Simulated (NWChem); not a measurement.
# BH3O2 (SMILES OBO): MP2/6-311++G(d,p)

Aim: the energy difference between two shapes of BH3O2 at MP2/6-311++G**, from 2 runs. 

The calculation is run with NWChem 7.3.0.

1 further run of the same task is left out (set aside as unsound or not needed).

**1. The system as given**

BH3O2 has 6 atoms, charge 0, and is taken as a singlet. As SMILES, `OBO`. The coordinates come from a PBE0-D4/def2-TZVP relaxation. This is one conformer, not always the lowest.

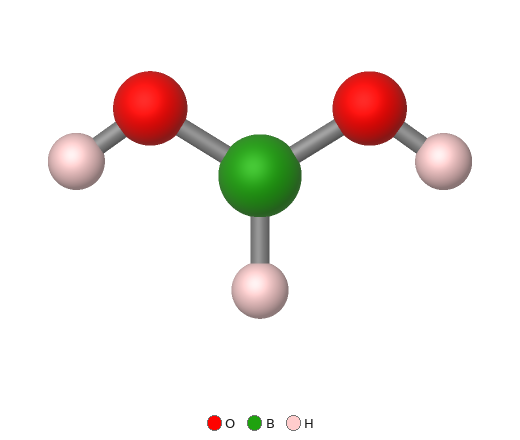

The structure, seen from a chosen angle (oxygen red, boron green, hydrogen pink).

**2. A single-point energy at MP2/6-311++G(d,p)**

The input, run.py:

```python
from ase import Atoms
from ase.calculators.nwchem import NWChem

mol = Atoms(['O', 'B', 'O', 'H', 'H', 'H'], positions=[
    [-1.176200, -0.524500, -0.251800],
    [0.049500, 0.028100, -0.072900],
    [0.580600, -0.053800, 1.172500],
    [-1.494700, -0.433500, -1.150600],
    [0.637800, 0.565600, -0.976100],
    [1.445200, 0.354100, 1.232800],
])

calc = NWChem(
    label='m1',
    theory='mp2',
    memory='2200 mb',
    basis='6-311++G**',
    basispar='spherical',
    scf={'nopen': '0', 'rhf': None, 'maxiter': '60', 'direct': None},
    mp2={'freeze': 'core 3'},
    task='energy',
)
mol.calc = calc

print("Total energy (eV):", round(mol.get_potential_energy(), 6))
```

Launch:

```sh
$ export ASE_NWCHEM_COMMAND="nwchem PREFIX.nwi > PREFIX.nwo"
$ python run.py
```

Standard output:

```text
Total energy (eV): -4811.404863
```

The calculator wrote m1.nwi:

```
title "m1"

permanent_dir m1

scratch_dir m1

start m1

geometry units angstrom nocenter noautosym noautoz
  O  -1.1761999999999999e+00 -5.2449999999999997e-01 -2.5180000000000002e-01
  B  4.9500000000000002e-02 2.8100000000000000e-02 -7.2900000000000006e-02
  O  5.8060000000000000e-01 -5.3800000000000001e-02 1.1725000000000001e+00
  H  -1.4946999999999999e+00 -4.3350000000000000e-01 -1.1506000000000001e+00
  H  6.3780000000000003e-01 5.6559999999999999e-01 -9.7609999999999997e-01
  H  1.4452000000000000e+00 3.5410000000000003e-01 1.2327999999999999e+00
end

memory 2200 mb

basis spherical noprint
   * library 6-311++G**
end

scf
  nopen 0
  rhf
  maxiter 60
  direct
end
mp2
  freeze core 3
end

task mp2 energy
```

m1.nwo, shortened:

```text
[...]
         Total SCF energy =   -176.315819142127
      One-electron energy =   -374.373799689045
      Two-electron energy =    131.352731183884
 Nuclear repulsion energy =     66.705249363035
[... 3 lines left out ...]
             Final eigenvalues
[... 26 lines left out ...]
                       ROHF Final Molecular Orbital Analysis
[...]
  Basis functions       =     87
[...]
          Total MP2 energy          -176.815868862682
[...]
```

Run time: 6.9 s. Hardware: 1 thread of AMD EPYC 9R45 (Zen 5), shared host; peak memory 0.19 GiB.

**3. The distorted shape**

The input, bh3o2.nw:

```
echo
start bh3o2
memory total 2200 mb
geometry units angstroms noautosym nocenter
 zmatrix
   O
   B 1 r2
   O 2 r3 1 a3
   H 1 r4 2 a4 3 d4
   H 2 r5 3 a5 1 d5
   H 3 r6 2 a6 1 d6
 variables
   r2 1.303475
   r3 1.123948
   a3 121.57667
   r4 1.061801
   a4 120.91302
   d4 -158.11642
   r5 1.308581
   a5 131.4098
   d5 176.10007
   r6 1.154643
   a6 116.46112
   d6 -167.47478
 end
end
basis spherical
 * library 6-311++G**
end
scf
 singlet
 rhf
 maxiter 60
 direct
end
mp2
 freeze core 3
end
task mp2 energy
```

Launch:

```sh
$ nwchem bh3o2.nw > bh3o2.out
```

Standard output:

```text
[...]
  functions       =    87
[...]
  wavefunction    = RHF
[...]
         Total SCF energy =   -176.188389282345
      One-electron energy =   -382.025659934786
      Two-electron energy =    135.239678961501
 Nuclear repulsion energy =     70.597591690941
        Time for solution =      5.3s
[...]
          Total MP2 energy          -176.692424230349
[...]
```

Run time: 6.9 s. Hardware: 1 thread of AMD EPYC 9R45 (Zen 5), shared host; peak memory 0.2 GiB.

**4. Results**

At MP2/6-311++G**, 3 core orbitals frozen:

| quantity | value |
| --- | --- |
| first shape: total energy | -176.81587 Eh |
| first shape: HOMO energy (Hartree–Fock orbitals) | -13.29 eV |
| first shape: LUMO energy (Hartree–Fock orbitals) | 1.33 eV |
| first shape: HOMO–LUMO gap (Hartree–Fock orbitals) | 14.62 eV |
| first shape: correlation energy (3 core orbitals frozen) | -500.0 mEh |
| distorted shape: total energy | -176.69242 Eh |
| distorted shape: HOMO energy (Hartree–Fock orbitals) | -11.44 eV |
| distorted shape: LUMO energy (Hartree–Fock orbitals) | 0.96 eV |
| distorted shape: HOMO–LUMO gap (Hartree–Fock orbitals) | 12.40 eV |
| distorted shape: correlation energy (3 core orbitals frozen) | -504.0 mEh |
| energy change with the atoms displaced | 3.359 eV |

In words: With the atoms displaced the energy rises by 3.36 eV (324 kJ/mol). The first shape isn't relaxed at this level, so the change isn't measured from a minimum. Mulliken charges (distorted shape) run from -0.42 on O1 to +0.35 on H6; in a basis this large or diffuse they mean little.
